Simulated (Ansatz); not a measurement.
Process, species as SMILES: [SiH2](F)F → 2 F atom + 2 H atom + Si atom
B3LYP-D3(BJ)/def2-TZVP geometries, fixed; electronic energies without zero-point terms.

Basis-set convergence of the atomisation energy at B3LYP with Ansatz (a quantum-chemistry and plane-wave program). All functions are spherical. The program fits the integrals of some runs and decomposes those of others, by size. Open shells are unrestricted. No added dispersion term, no relativity. Functions are those of the species that has most. Reference: the value in aug-pcseg-3, 439.28 kcal/mol, itself unsure by roughly 0.28 kcal/mol (its mean distance from aug-cc-pV(Q+d)Z, cc-pV(5+d)Z, def2-QZVPPD). Deviations are taken from unrounded values.

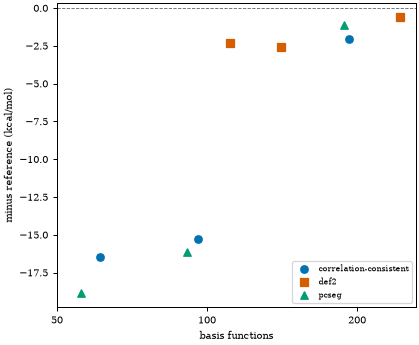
Figure. Deviation from the reference against the number of basis functions, by family of sets.

| basis | functions | atomisation energy (kcal/mol) | minus reference (kcal/mol) |
|---|---|---|---|
| pcseg-1 | 56 | 420.41 | -18.87 |
| cc-pV(D+d)Z | 61 | 422.80 | -16.48 |
| aug-pcseg-1 | 91 | 423.13 | -16.16 |
| aug-cc-pV(D+d)Z | 96 | 424.02 | -15.26 |
| def2-TZVP | 111 | 436.98 | -2.30 |
| def2-TZVPD | 141 | 436.73 | -2.55 |
| aug-pcseg-2 | 188 | 438.18 | -1.11 |
| aug-cc-pV(T+d)Z | 193 | 437.22 | -2.06 |
| def2-QZVPP | 244 | 438.68 | -0.60 |
